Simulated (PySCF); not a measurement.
Run report: C₃H₆GeN₂O, saddle-point search

C₃H₆GeN₂O, computed with B3LYP-D3(BJ)/def2-SVP saddle search from the GFN2-xTB point and Hessian, gas phase (PySCF 2.14.0).

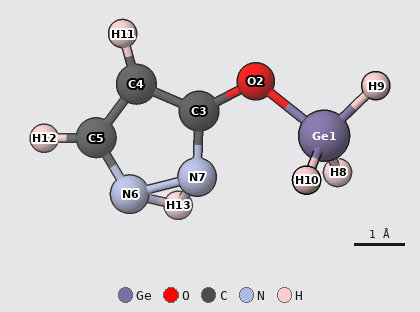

The starting structure (ball-and-stick view, seen at a tilt; atoms are numbered from 1 in the order of the input). Sticks mark near contacts.

Summary:

- outcome: converged
- total energy: −2379.143695 hartree
- hardware: 1 CPU thread, shared host
- wall time: 2.8 min
- peak memory: 0.68 GiB

Input:
```
{"job": {"xc": "B3LYP", "basis": "def2-SVP", "kind": "refine"}, "charge": 0, "multiplicity": 1}
Ge     2.364790     0.009791     0.537919
O      1.182225    -0.479364    -0.719192
C     -0.078909    -0.168122    -0.453446
C     -1.208943    -0.295191    -1.254733
C     -2.253200     0.159778    -0.462934
N     -1.822315     0.593420     0.717111
N     -0.397680     0.381998     0.729970
H      2.056641    -0.761596     1.784082
H      3.619965    -0.440284    -0.130272
H      2.256294     1.484103     0.728862
H     -1.245934    -0.636961    -2.267823
H     -3.297887     0.217769    -0.701169
H     -1.175048    -0.065340     1.491624
```

The first line tells a small driver script what to run in PySCF; the rest is the geometry in Å.

Launched with:
```bash
OMP_NUM_THREADS=1 python <driver script> task.json out
```

The program's output:
```
step      E/eV     max force
  0    -64739.59213   1.4165
  1    -64739.77542   0.4092
  2    -64739.79123   0.2678
  3    -64739.79421   0.2048
  4    -64739.79685   0.1127
  5    -64739.79462   0.1968
  6    -64739.79747   0.0114
```

Trajectory as extended XYZ (Å, eV, eV/Å), 7 frames, from step=0 to step=6:
```
13
Properties=species:S:1:pos:R:3:forces:R:3 step=0 energy=-64739.59213
Ge    2.3648    0.0098    0.5379    0.4060  -0.0670   0.2190
O     1.1822   -0.4794   -0.7192   -0.5380  -0.2510  -0.6660
C    -0.0789   -0.1681   -0.4534    0.1470  -0.3460  -0.0490
C    -1.2089   -0.2952   -1.2547    0.0390   0.1610  -0.1200
C    -2.2532    0.1598   -0.4629    0.0320  -0.2930  -0.1880
N    -1.8223    0.5934    0.7171   -0.6610   1.1340   0.2140
N    -0.3977    0.3820    0.7300    0.4960   0.6320  -0.1520
H     2.0566   -0.7616    1.7841   -0.0590  -0.3750   0.6390
H     3.6200   -0.4403   -0.1303    0.8140  -0.1940  -0.2670
H     2.2563    1.4841    0.7289    0.0500   0.8250   0.1040
H    -1.2459   -0.6370   -2.2678    0.0030  -0.2060  -0.6260
H    -3.2979    0.2178   -0.7012   -0.6660  -0.0380  -0.1250
H    -1.1750   -0.0653    1.4916   -0.0620  -0.9820   1.0190
13
Properties=species:S:1:pos:R:3:forces:R:3 step=1 energy=-64739.77542
Ge    2.4169    0.0035    0.5418   -0.1070  -0.0900  -0.1330
O     1.1611   -0.4723   -0.7211    0.1970   0.0100   0.0560
C    -0.0987   -0.1512   -0.4522    0.0410  -0.0780   0.0040
C    -1.2301   -0.2804   -1.2664    0.0130   0.0210  -0.0920
C    -2.2863    0.1545   -0.4725   -0.0740  -0.0920  -0.1080
N    -1.8621    0.6160    0.7124   -0.0980   0.1880   0.3500
N    -0.4260    0.4120    0.7264    0.0990   0.1280   0.1820
H     2.1098   -0.7686    1.8266    0.0230  -0.0580   0.0980
H     3.7042   -0.4702   -0.1283    0.1350  -0.0440  -0.0650
H     2.3505    1.5174    0.7249    0.0430   0.1330   0.0120
H    -1.2598   -0.6341   -2.2879    0.0110  -0.0690  -0.2010
H    -3.3450    0.1848   -0.7088   -0.2060  -0.0290  -0.0520
H    -1.2347   -0.1114    1.5051   -0.0760  -0.0190  -0.0490
13
Properties=species:S:1:pos:R:3:forces:R:3 step=2 energy=-64739.79123
Ge    2.4462   -0.0107    0.5349    0.1150   0.0430   0.1380
O     1.1548   -0.4528   -0.6773   -0.2170  -0.0250  -0.1210
C    -0.1150   -0.1321   -0.4258    0.0360  -0.0260   0.0070
C    -1.2333   -0.2818   -1.2615    0.0330   0.0150  -0.0100
C    -2.3113    0.1517   -0.4892    0.0490  -0.0270  -0.0110
N    -1.9120    0.6366    0.7007   -0.2110   0.1410  -0.0590
N    -0.4680    0.4457    0.7435    0.1650   0.0630  -0.0610
H     2.2019   -0.8076    1.8250   -0.0160  -0.0170   0.0190
H     3.7258   -0.4631   -0.1762    0.0180  -0.0380  -0.0610
H     2.4082    1.5041    0.7619    0.0010   0.0500  -0.0040
H    -1.2456   -0.6587   -2.2803    0.0340  -0.0090  -0.0280
H    -3.3724    0.1560   -0.7402   -0.0210  -0.0070  -0.0220
H    -1.2793   -0.0874    1.4846    0.0140  -0.1630   0.2120
13
Properties=species:S:1:pos:R:3:forces:R:3 step=3 energy=-64739.79421
Ge    2.4710   -0.0105    0.5398   -0.1050  -0.0730  -0.1600
O     1.1405   -0.4434   -0.6525    0.1780   0.0170   0.0900
C    -0.1225   -0.1201   -0.3987   -0.0830  -0.0010  -0.0410
C    -1.2245   -0.2815   -1.2543   -0.0130   0.0190   0.0400
C    -2.3177    0.1469   -0.5027    0.0010  -0.0220  -0.0080
N    -1.9446    0.6445    0.6934    0.0750  -0.0720   0.0600
N    -0.4910    0.4636    0.7616   -0.0350  -0.0220   0.0140
H     2.2486   -0.8243    1.8239    0.0110   0.0000   0.0180
H     3.7070   -0.4756   -0.2465   -0.0070   0.0220   0.0610
H     2.4351    1.5037    0.7775    0.0250   0.0250   0.0020
H    -1.2028   -0.6678   -2.2713   -0.0170   0.0260   0.0260
H    -3.3741    0.1414   -0.7770    0.0080   0.0020   0.0140
H    -1.3251   -0.0769    1.5070   -0.0390   0.0810  -0.1160
13
Properties=species:S:1:pos:R:3:forces:R:3 step=4 energy=-64739.79685
Ge    2.4653   -0.0088    0.5332    0.0570   0.0720   0.0530
O     1.1458   -0.4283   -0.6590   -0.0960   0.0010  -0.0590
C    -0.1233   -0.1128   -0.4069    0.0030  -0.0220  -0.0010
C    -1.2274   -0.2683   -1.2596   -0.0090   0.0190   0.0370
C    -2.3220    0.1397   -0.4965    0.0290  -0.0110  -0.0150
N    -1.9471    0.6223    0.7037   -0.0320   0.0310  -0.0350
N    -0.4935    0.4521    0.7634    0.0130   0.0060  -0.0260
H     2.2168   -0.7839    1.8354   -0.0130  -0.0140   0.0250
H     3.7105   -0.5137   -0.2067    0.0100  -0.0090  -0.0130
H     2.4795    1.5141    0.7429   -0.0110  -0.0330  -0.0120
H    -1.2125   -0.6364   -2.2821    0.0030  -0.0020  -0.0090
H    -3.3805    0.1268   -0.7632    0.0200   0.0040   0.0010
H    -1.3115   -0.1029    1.4955    0.0250  -0.0430   0.0520
13
Properties=species:S:1:pos:R:3:forces:R:3 step=5 energy=-64739.79462
Ge    2.4511    0.0002    0.5397   -0.0990  -0.1060  -0.1330
O     1.1522   -0.4304   -0.6935    0.1720   0.0030   0.0860
C    -0.1117   -0.1197   -0.4267   -0.0460   0.0240  -0.0140
C    -1.2287   -0.2626   -1.2654   -0.0090  -0.0080  -0.0110
C    -2.3088    0.1412   -0.4827   -0.0270  -0.0060  -0.0230
N    -1.9155    0.6110    0.7173    0.0330  -0.0560   0.0730
N    -0.4635    0.4352    0.7523    0.0080  -0.0040   0.0340
H     2.1478   -0.7555    1.8434    0.0300   0.0070  -0.0040
H     3.7123   -0.5286   -0.1613   -0.0230   0.0190   0.0180
H     2.4481    1.5223    0.7091    0.0300   0.0510   0.0220
H    -1.2310   -0.6203   -2.2927    0.0040   0.0090   0.0190
H    -3.3702    0.1384   -0.7344   -0.0100  -0.0050  -0.0080
H    -1.2821   -0.1312    1.4949   -0.0640   0.0740  -0.0570
13
Properties=species:S:1:pos:R:3:forces:R:3 step=6 energy=-64739.79747
Ge    2.4629   -0.0048    0.5338    0.0010  -0.0060   0.0060
O     1.1458   -0.4327   -0.6652   -0.0020  -0.0040  -0.0030
C    -0.1216   -0.1186   -0.4086    0.0000   0.0020  -0.0030
C    -1.2270   -0.2639   -1.2610    0.0050  -0.0010   0.0030
C    -2.3184    0.1415   -0.4941    0.0030  -0.0010   0.0010
N    -1.9412    0.6143    0.7095   -0.0010   0.0070  -0.0030
N    -0.4883    0.4394    0.7655    0.0020   0.0000   0.0030
H     2.2032   -0.7648    1.8449    0.0000   0.0020  -0.0070
H     3.7095   -0.5230   -0.1964    0.0000   0.0000   0.0000
H     2.4740    1.5185    0.7209    0.0000   0.0060   0.0010
H    -1.2135   -0.6234   -2.2870   -0.0020   0.0020   0.0010
H    -3.3761    0.1361   -0.7608   -0.0110  -0.0010  -0.0030
H    -1.3093   -0.1187    1.4985    0.0040  -0.0060   0.0030
```

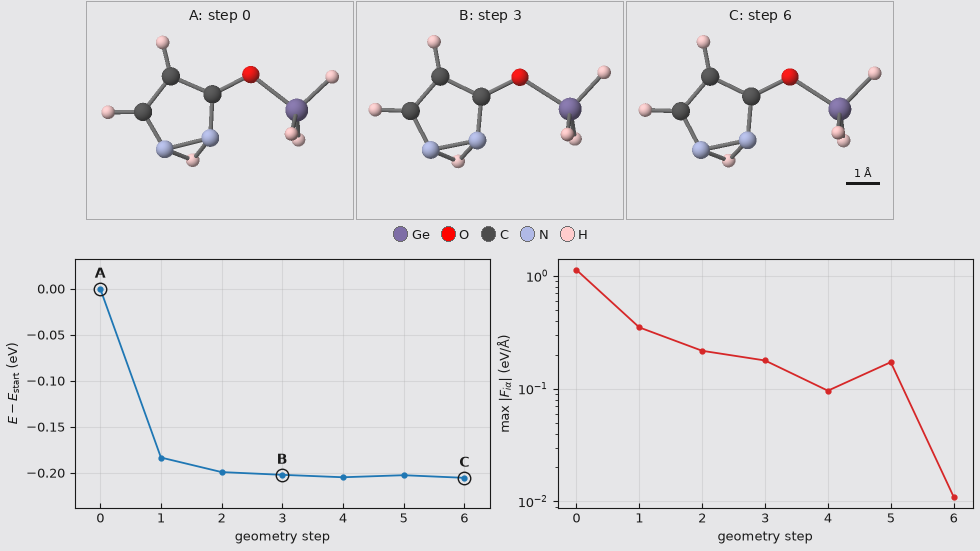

Frames of the saddle-point search (ball-and-stick view, seen at a tilt) above the curves, on which the letters mark them (steps are counted from 0).

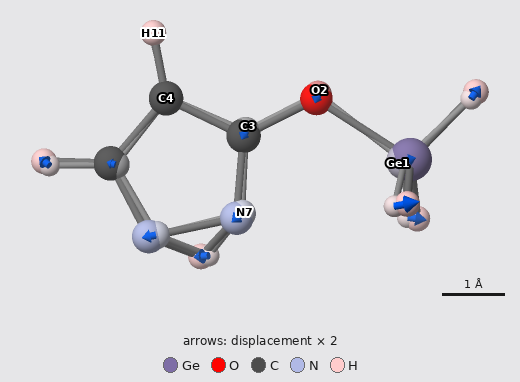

Start (faint) and end (solid) with the displacements as blue arrows, magnified 2 times (ball-and-stick view, seen at a tilt). The two geometries are laid on each other by the best rigid fit. After 6 geometry steps the energy has fallen by 0.205 eV. The largest force component goes from 1.1 to 0.011 eV/Å. The atom that moves furthest after the best rigid fit is H10 (0.22 Å). By element the largest moves are H 0.22 Å, N 0.12 Å, Ge 0.10 Å, O 0.08 Å, C 0.08 Å. Among the contacts that change: N7–H13 1.177 → 1.234 Å, Ge1–H10 1.491 → 1.535 Å, N6–H13 1.205 → 1.249 Å, Ge1–H8 1.498 → 1.538 Å. Among the angles that change: Ge1–O2–C3 115.0° → 120.2°, C5–N6–H13 124.5° → 120.0°, C3–N7–H13 124.8° → 120.7°. (Atoms are counted from 1 in the order of the input.)
